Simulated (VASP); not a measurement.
Band structure of AuAl2 (fluorite). These are PBEsol GGA, VASP's PBE PAW potentials (set 64) (plane waves; VASP) values and carry that method's errors.

Unless said otherwise, spin-orbit coupling is left out, though it shifts the bands of the heavy elements here.

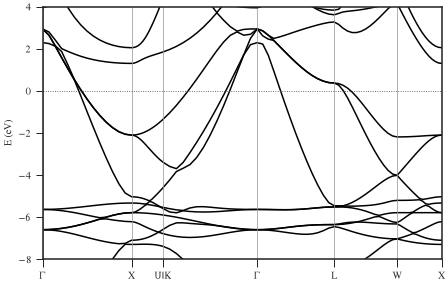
Fig. 1. Bands along high-symmetry lines, zero at the valence-band maximum or, without a gap, the Fermi level

Task: Read the plot: is there a gap, and where are the band edges?

Result: It has no gap at this level: it comes out as a metal or semimetal. (Edges off the drawn lines would not show.)

The compound is AuAl2 in the fluorite structure. The cell was not relaxed at this level. The electron count is odd and the run is not spin-polarised, which forces a metal.
